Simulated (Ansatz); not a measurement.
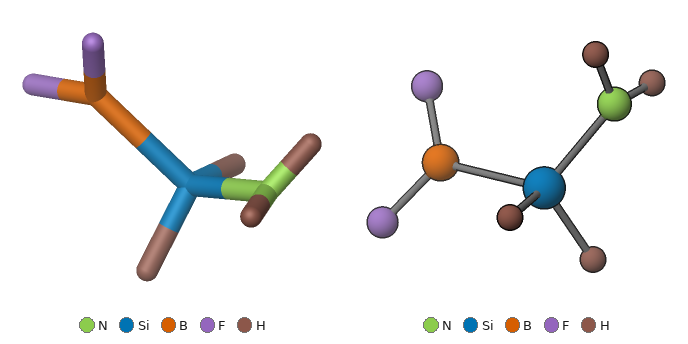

Both panels show the same species.

The geometry was computed by an optimisation with PBE0-D4/def2-TZVP.

What does the picture show?

Formula BF₂H₄NSi. As SMILES it reads `N[SiH2]B(F)F`. It has no ring. Among its groups: Si–H bond, Si–N bond. This geometry has Cs symmetry. Coordination, clear cases only: 1 Si tetrahedral; 1 B trigonal planar.

More results for the same structure follow; atom numbers are the same in all pictures, views and colours differ.

**Shape**

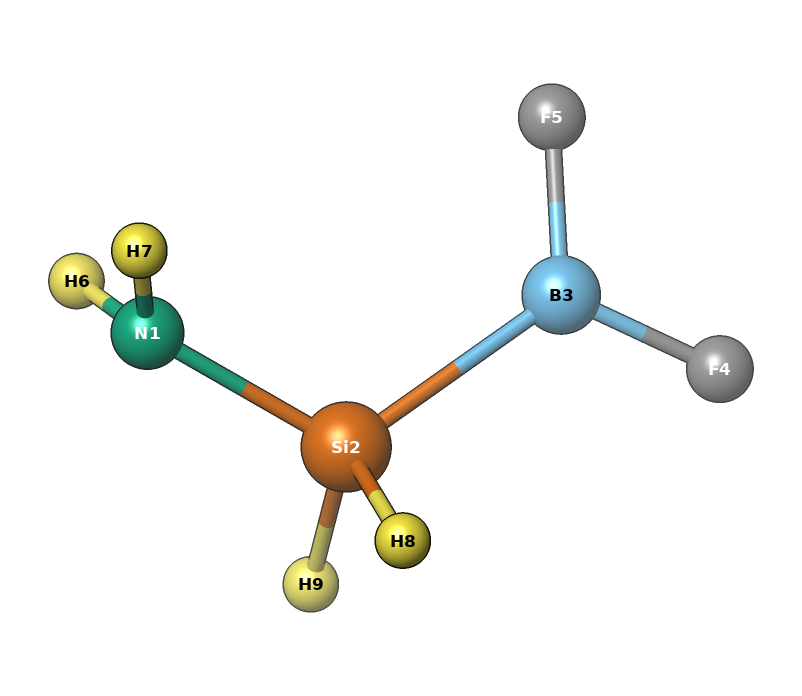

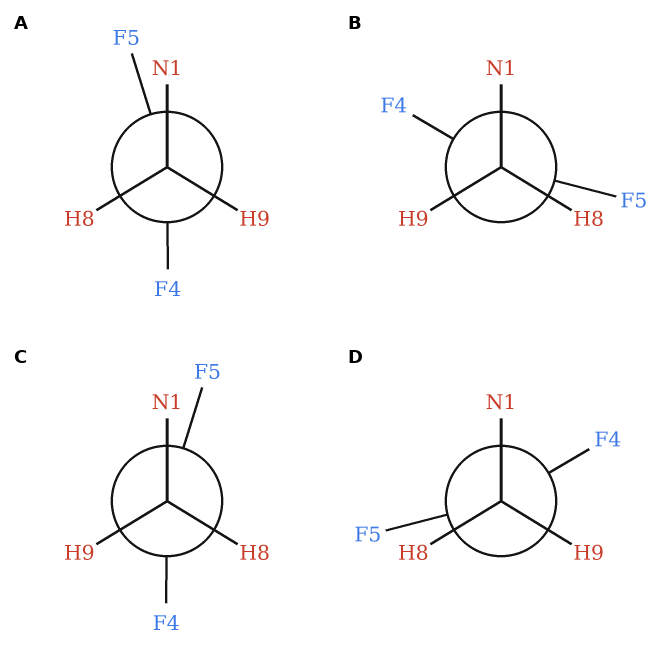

Depth is shown by fading: the farther an atom, the more it takes the colour of the background. Bonds that would overlap in a projection are set slightly apart.

**Which Newman projection shows the view along Si2–B3, with Si2 in front?**

C. The torsion angle N1–Si2–B3–F4 is 180°, antiperiplanar (anti).

**Charges**

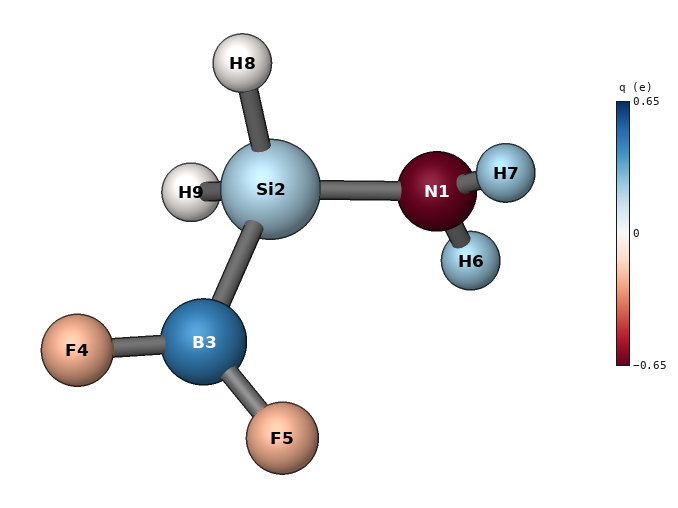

Atoms are coloured by their Mulliken charges. Level of theory: RKS PBE0-D4/def2-TZVP (Ansatz 0.2.0).

List the Mulliken charges.

```json
{"atom": "N1", "value (e)": "−0.64"}
{"atom": "Si2", "value (e)": "0.20"}
{"atom": "B3", "value (e)": "0.44"}
{"atom": "F4", "value (e)": "−0.23"}
{"atom": "F5", "value (e)": "−0.23"}
{"atom": "H6", "value (e)": "0.24"}
{"atom": "H7", "value (e)": "0.24"}
{"atom": "H8", "value (e)": "−0.02"}
{"atom": "H9", "value (e)": "−0.02"}
```

**Levels of theory compared**

Program: Ansatz 0.2.0.

Tabulate HOMO energy (eV), HOMO–LUMO gap (eV), dipole (D) at these levels: B3LYP-D4/def2-TZVPP; PBE-D4/def2-TZVPP; r2SCAN-D4/def2-TZVPP; ωB97M-V/def2-TZVPP.

```csv
level,HOMO energy (eV),HOMO–LUMO gap (eV),dipole (D)
B3LYP-D4/def2-TZVPP,−7.19,6.07,1.62
PBE-D4/def2-TZVPP,−5.99,4.16,1.61
r2SCAN-D4/def2-TZVPP,−6.29,4.73,1.63
ωB97M-V/def2-TZVPP,−9.69,10.80,1.64
```

**Vibrations**

Harmonic vibrations computed with RKS PBE0-D4/def2-TZVP (Ansatz 0.2.0) at a stationary point of the same level.

**How many vibrational modes are there, and where do they lie?**

21 modes: 34, 112, 117, 287, 316, 365, 419, 584, 609, 741, 841, 873, 910, 917, 1257, 1357, 1586, 2212, 2216, 3601, 3691 cm⁻¹.

Mulliken values depend strongly on the basis set and can even reverse the polarity of a bond.
